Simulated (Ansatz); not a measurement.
# BSiH3ClO (SMILES [SiH3]O[B]Cl): UCAM-B3LYP/cc-pVDZ

Aim: the vertical ionisation energy of BSiH3ClO at UCAM-B3LYP/cc-pVDZ, from 2 runs. 

The results are computed with Ansatz 0.2.0.

128 further runs of the same task are left out: 128 set aside as unsound or not needed.

## (1) The molecule

The species is BSiH3ClO (7 atoms), meant as a doublet with charge 0. SMILES: `[SiH3]O[B]Cl`. The coordinates come from a PBE0-D4/def2-TZVP relaxation. This is one conformer, not always the lowest.

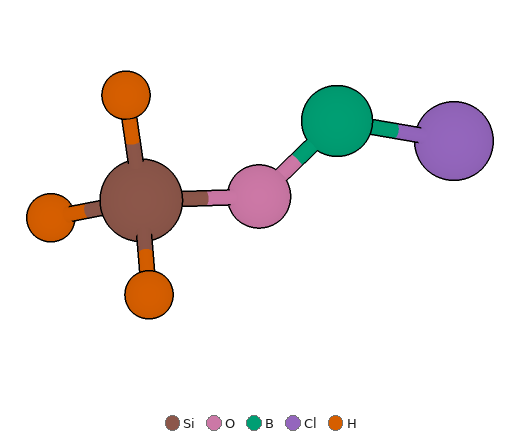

The structure, seen from a chosen angle (silicon brown, oxygen pink, boron teal, chlorine purple, hydrogen orange).

## (2) The energy at UCAM-B3LYP/cc-pVDZ

File in.yaml:

```yaml
crystal:
  periodic: [false, false, false]
  atoms:
    - {symbol: Si, position_ang: [-0.573000, 0.775400, 0.374800]}
    - {symbol: O, position_ang: [0.044900, -0.648400, -0.233600]}
    - {symbol: B, position_ang: [1.256200, -1.042100, -0.596600]}
    - {symbol: Cl, position_ang: [1.605000, -2.636800, -1.219100]}
    - {symbol: H, position_ang: [-1.201300, 0.456800, 1.676100]}
    - {symbol: H, position_ang: [0.515600, 1.766600, 0.541200]}
    - {symbol: H, position_ang: [-1.586300, 1.260400, -0.588400]}
basis:
  gaussian:
    orbitals: cc-pVDZ
magnetization:
  spin_polarized: true
  initial_magnetization: 1
hamiltonian:
  xc: {name: CAM-B3LYP}
accuracy: high
output: {orbitals: {seedname: orbitals}}
```

Command:

```
$ ansatz run in.yaml --threads 1 --pin off --max-ram 3480MiB --events-out events.jsonl --progress --plain --runs-dir runs
```

The program printed:

```text
Warning: RAYON_NUM_THREADS=1 ignored (pool sized by the plan → 1); use --threads N
Functional definition: CAM-B3LYP
  name "CAM-B3LYP"
  parameter alpha = 0.19
  parameter beta = 0.46
  parameter omega = 0.33/bohr
  parameter ac = 0.81
  exchange = (1 - alpha - beta)*b88_x + beta*b88_x_sr(omega) + alpha*exact_x + beta*exact_x_lr(omega)
  correlation = (1 - ac)*vwn5_c + ac*lyp_c
1786 factors; integrals over basis functions are off by at most 6.3e-9 eV
406 factors; integrals over basis functions are off by at most 1.5e-9 eV
mean field evaluation 1: about -23169.6382 eV, gradient 3.0e1 eV
mean field evaluation 2: about -23166.2752 eV, gradient 4.4e1 eV
mean field evaluation 4: about -23172.8493 eV, gradient 9.2e-1 eV
mean field evaluation 8: about -23172.9702 eV, gradient 1.6e-1 eV
mean field evaluation 16: about -23172.9706 eV, gradient 2.6e-4 eV
mean field -23172.97060557 eV, -851.5909625510 hartree, gradient 3.6e-8 eV, S^2 0.752103; 0 other end points of the search recorded, 0 dependent functions left out
reference -23172.97062534 eV, -851.5909632778 hartree; 24, 23 occupied and 55, 56 virtual orbitals, 1786 factors
Total energy: -23172.97062534 eV, -851.5909632778 hartree
```

It took 12 s on 1 thread of Arm Neoverse V2, shared host; peak memory 0.42 GiB.

## (3) The singlet cation at the same level

File molecule.yaml:

```yaml
crystal:
  periodic: [false, false, false]
  atoms:
    - {symbol: Si, position_ang: [-0.573000, 0.775400, 0.374800]}
    - {symbol: O, position_ang: [0.044900, -0.648400, -0.233600]}
    - {symbol: B, position_ang: [1.256200, -1.042100, -0.596600]}
    - {symbol: Cl, position_ang: [1.605000, -2.636800, -1.219100]}
    - {symbol: H, position_ang: [-1.201300, 0.456800, 1.676100]}
    - {symbol: H, position_ang: [0.515600, 1.766600, 0.541200]}
    - {symbol: H, position_ang: [-1.586300, 1.260400, -0.588400]}
basis:
  gaussian:
    orbitals: cc-pVDZ
total_charge: 1
output:
  orbitals: {seedname: orbitals}
hamiltonian:
  xc: {name: CAM-B3LYP}
accuracy: high
```

Command:

```
$ ansatz run molecule.yaml --threads 1 --pin off --max-ram 3480MiB --events-out events.jsonl --progress --plain --runs-dir runs
```

The program printed:

```text
Warning: RAYON_NUM_THREADS=1 ignored (pool sized by the plan → 1); use --threads N
[... 8 set-up lines as earlier in the session ...]
1786 factors; integrals over basis functions are off by at most 6.3e-9 eV
406 factors; integrals over basis functions are off by at most 1.5e-9 eV
mean field evaluation 1: about -23156.2444 eV, gradient 6.7e1 eV
mean field evaluation 2: about -23125.6834 eV, gradient 1.4e2 eV
mean field evaluation 4: about -23164.4995 eV, gradient 3.0e0 eV
mean field evaluation 8: about -23164.6428 eV, gradient 2.0e-1 eV
mean field evaluation 16: about -23164.6430 eV, gradient 1.0e-4 eV
mean field -23164.64302771 eV, -851.2849297095 hartree, gradient 5.7e-8 eV, S^2 0.000000; 0 other end points of the search recorded, 0 dependent functions left out
reference -23164.64304778 eV, -851.2849304471 hartree; 23, 23 occupied and 56, 56 virtual orbitals, 1786 factors
Total energy: -23164.64304778 eV, -851.2849304471 hartree
```

Run time: 7.2 s. Hardware: 1 thread of Arm Neoverse V2, shared host; peak memory 0.28 GiB.

## (4) What came out

Level: UCAM-B3LYP/cc-pVDZ.

```
                                            quantity          value
                      doublet BSiH3ClO: total energy  -851.59096 Eh
doublet BSiH3ClO: HOMO energy (highest over α and β)       -7.14 eV
 doublet BSiH3ClO: LUMO energy (lowest over α and β)       -0.47 eV
                              doublet BSiH3ClO: ⟨S²⟩          0.752
                        singlet cation: total energy  -851.28493 Eh
                         singlet cation: HOMO energy      -15.81 eV
                         singlet cation: LUMO energy       -9.32 eV
                       singlet cation: HOMO–LUMO gap        6.48 eV
  vertical ionisation energy (to the singlet cation)       8.328 eV
```

Removing an electron at fixed nuclei costs 8.33 eV (192 kcal/mol). Only the singlet of the ionised species was computed; a triplet could lie lower.
